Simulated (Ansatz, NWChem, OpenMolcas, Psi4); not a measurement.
Computed against measured: dipole moment

10 molecules holding an element from Na to Cl; the dipole moment in D, computed less measured. Shapes, held fixed at every level: PBE0-D4/def2-TZVP. No vibrational averaging. Dipoles are compared by magnitude; molecules under 1 D, whose direction can flip, are left out. Programs: Ansatz 0.2.0, NWChem 7.3.0, OpenMolcas 26.06, Psi4 1.11. A level may come from different programs for different species; with the same settings they agree closely. Measured values: NIST CCCBDB.

Levels: A = HF/STO-3G; B = PBE-D4/def2-TZVPP; C = B3LYP/6-31G* (spherical functions); D = B3LYP-D4/def2-TZVPP.

| molecule | measured | A | B | C | D |
| --- | --- | --- | --- | --- | --- |
| HCl (hydrogen chloride) | 1.08 | +0.66 | +0.09 | +0.38 | +0.11 |
| NS (Mononitrogen monosulfide) | 1.81 | -0.53 | +0.02 | -0.08 | +0.08 |
| PF3 (phosphorus trifluoride) | 1.03 | +0.23 | -0.19 | -0.06 | +0.02 |
| CH2Cl2 (dichloromethane) | 1.60 | +0.58 | -0.04 | +0.21 | +0.03 |
| CH2ClF (chlorofluoromethane) | 1.82 | +0.27 | -0.14 | +0.03 | -0.04 |
| CH3Cl (chloromethane) | 1.87 | +0.39 | -0.05 | +0.14 | +0.01 |
| SCl2O2 (sulfuryl chloride) | 1.81 | -1.37 | -0.18 | -0.33 | +0.05 |
| C2H3ClO (acetyl chloride) | 2.72 | -0.09 | -0.05 | +0.05 | +0.06 |
| C2H6S (dimethyl sulfide) | 1.50 | -0.62 | +0.01 | +0.20 | +0.02 |
| C3H5Cl (SMILES C/C=C/Cl) | 1.97 | +0.46 | -0.16 | 0.00 | -0.10 |

(1) Which level does best on this set, which worst, and which err to one side?

Answers

(1) 
```csv
level,kind,mean error,mean absolute error,worst case
HF/STO-3G,Hartree–Fock,-0.002,0.520,SCl2O2
PBE-D4/def2-TZVPP,GGA,-0.069,0.093,PF3
B3LYP/6-31G* (spherical functions),global hybrid,+0.054,0.148,HCl
B3LYP-D4/def2-TZVPP,global hybrid,+0.024,0.052,HCl
```

On this set B3LYP-D4/def2-TZVPP has the smallest mean absolute error and HF/STO-3G the largest. PBE-D4/def2-TZVPP is too low in 7 of 10; B3LYP-D4/def2-TZVPP is too high in 8 of 10. The levels differ in basis as well as in method. The tabulated value of HCl is in doubt (older tables, estimates, or at odds with other calculations) and kept here. Over the 9 molecules whose values aren't doubted the mean absolute errors are A 0.504; B 0.093; C 0.122; D 0.046. Spin contamination: NS (⟨S²⟩ up to 1.25). Open shells run unrestricted. The set is small.

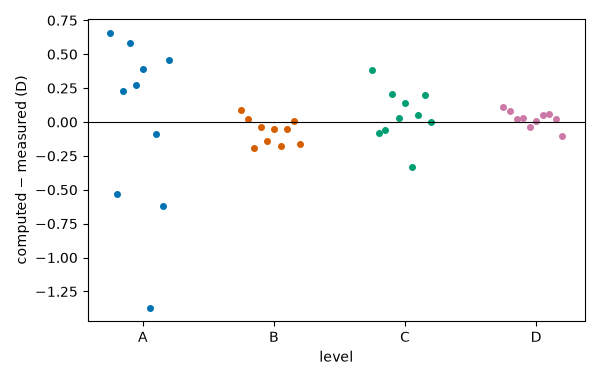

Errors of each level, one point a molecule.
